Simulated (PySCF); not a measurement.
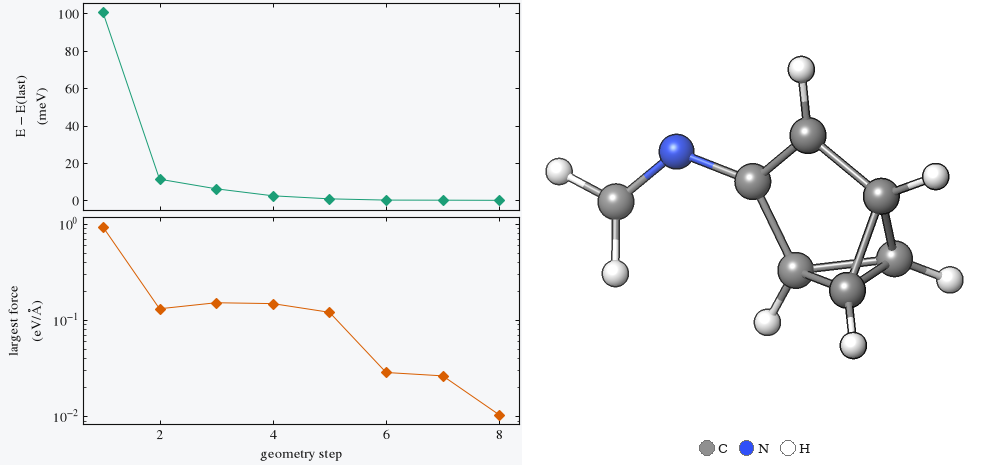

Beside the plot: the molecule at the start.

History of a geometry optimisation.

C7H7N (SMILES C=NC1=C[C@@H]2[C@@H]3[C@H]1[C@H]23); PBE0-D3(BJ)/def2-SVP, geometry optimisation in PySCF.

How did the optimisation end?

The optimisation met its thresholds at geometry 8, counting the start as the first. The energy fell by about 100 meV from the first step to the last. The largest force goes from about 0.93 eV/Å at the start to 0.01 eV/Å at the end.
